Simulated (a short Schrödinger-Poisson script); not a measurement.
Stack: MOS inversion layer, HfO2 on p-type Si(100), at 300 K.

```csv
layer,material,thickness (nm),Na (cm⁻³)
1,HfO2,8.7,-
2,Si,310,1.9e18
```

The device is made up for the run: typed textbook-type constants, with dimensions and the other settings drawn at random. HfO2: permittivity 22, conduction-band edge (eV) 1.55, gap (eV) 5.7, electron mass (mₑ) 0.2. Si: permittivity 11.7, conduction-band edge (eV) 0, gap (eV) 1.124, Nv at 300 K (cm⁻³) 3.1e19.

Channel valleys (confinement mass, in-plane density-of-states mass, number): Δ2 0.916, 0.19, 2; Δ4 0.19, 0.417, 4. At the gate the conduction-band edge of layer 1 lies 1.63 eV − eVg above the Fermi level of the channel; the field vanishes at the back. Gaps are held at their typed values at every temperature. Mesh 0.03 nm at interfaces.

From a short Schrödinger-Poisson script (our own, NumPy): 1D Poisson equation in equilibrium, electrons quantum, Hartree (BenDaniel-Duke, 12 states a valley, the channel's in-plane mass for all, wave functions ending at the dielectric), parabolic valleys, classical holes, full ionisation, no traps, pinning or gate leakage.

Only gate voltages with over 1e8 electrons/cm² are shown.

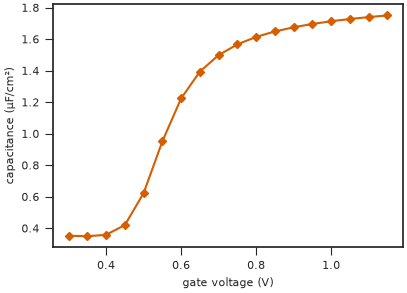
Figure. Quasi-static capacitance against gate voltage

| Vg (V) | electrons (cm⁻²) | C (μF/cm²) | Δ2 E0 (meV) | Δ2 E1 (meV) | Δ4 E0 (meV) | Δ4 E1 (meV) |
|---|---|---|---|---|---|---|
| 0.3 | 2.31e8 | 0.352 | 256.6 | 356.2 | 348.5 | 508.7 |
| 0.35 | 1.07e9 | 0.349 | 216.6 | 317.9 | 310.1 | 473.4 |
| 0.4 | 4.99e9 | 0.358 | 176.7 | 279.7 | 271.7 | 437.9 |
| 0.45 | 2.26e10 | 0.419 | 137.5 | 242.1 | 234.0 | 403.0 |
| 0.5 | 8.95e10 | 0.622 | 101.5 | 207.7 | 199.6 | 371.2 |
| 0.55 | 2.64e11 | 0.950 | 72.9 | 180.7 | 172.5 | 346.2 |
| 0.6 | 5.60e11 | 1.22 | 52.6 | 162.0 | 153.9 | 329.1 |
| 0.65 | 9.39e11 | 1.39 | 38.0 | 149.0 | 141.0 | 317.4 |
| 0.7 | 1.37e12 | 1.50 | 26.9 | 139.5 | 131.6 | 309.0 |
| 0.75 | 1.83e12 | 1.57 | 18.0 | 132.1 | 124.4 | 302.6 |
| 0.8 | 2.32e12 | 1.61 | 10.4 | 126.0 | 118.5 | 297.5 |
| 0.85 | 2.82e12 | 1.65 | 3.8 | 120.9 | 113.6 | 293.3 |
| 0.9 | 3.33e12 | 1.68 | -2.2 | 116.5 | 109.3 | 289.7 |
| 0.95 | 3.85e12 | 1.70 | -7.6 | 112.6 | 105.6 | 286.6 |
| 1 | 4.37e12 | 1.71 | -12.6 | 109.1 | 102.2 | 283.8 |
| 1.05 | 4.90e12 | 1.73 | -17.4 | 105.8 | 99.1 | 281.2 |
| 1.1 | 5.44e12 | 1.74 | -21.8 | 102.8 | 96.3 | 278.9 |
| 1.15 | 5.98e12 | 1.75 | -26.1 | 100.0 | 93.6 | 276.8 |

Subbands count from the Fermi level.
